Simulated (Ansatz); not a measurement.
The compound is Sc₂SO (space group P4/mmm, No. 123), taken as the geometry relaxed with Ansatz, DFT PBE, scalar-relativistic, plane waves, PAW; the starting structure was generated, so it need not be a known form of this composition.

```
Sc S O
1.0
     3.47073    0.00000    0.00000
     0.00000    3.47073    0.00000
     0.00000    0.00000    4.89601
Sc S O
2 1 1
Direct
  0.00000 0.00000 0.50000
  0.50000 0.50000 0.00000
  0.50000 0.50000 0.50000
  0.00000 0.00000 0.00000
```

Describe how the polyhedra about Sc are linked (bonds: O–Sc below 2.8 Å and S–Sc below 2.8 Å).

Sc(1b): ScS4O2 octahedron, sharing corners with six neighbours and edges with twelve neighbours; Sc(1c): ScS2O4 octahedron, sharing edges with twelve neighbours and corners with six neighbours.

They form a three-dimensional framework of corner- and edge-sharing octahedra.

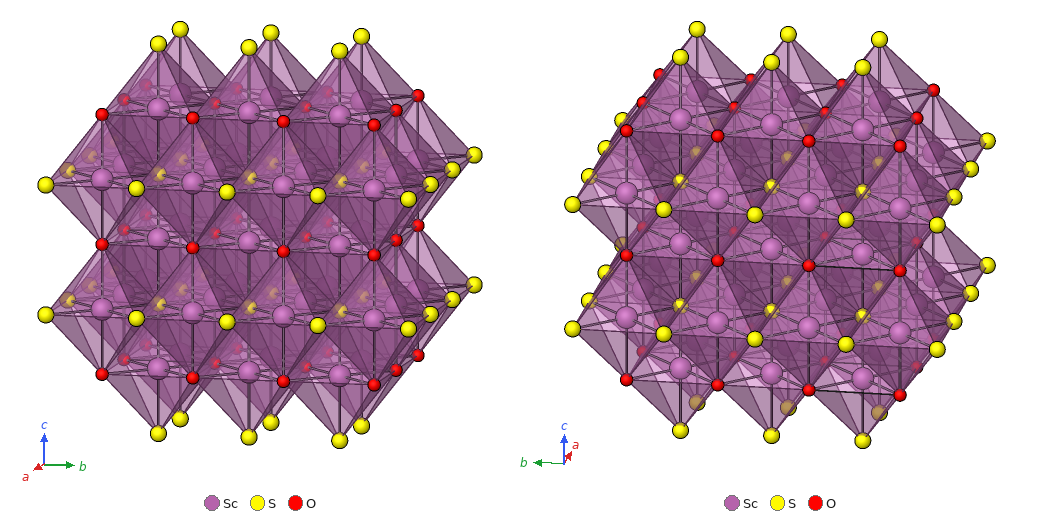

Polyhedra are drawn about Sc (bonds: O–Sc below 2.8 Å and S–Sc below 2.8 Å); other atoms are plain spheres. Two views of the same piece.
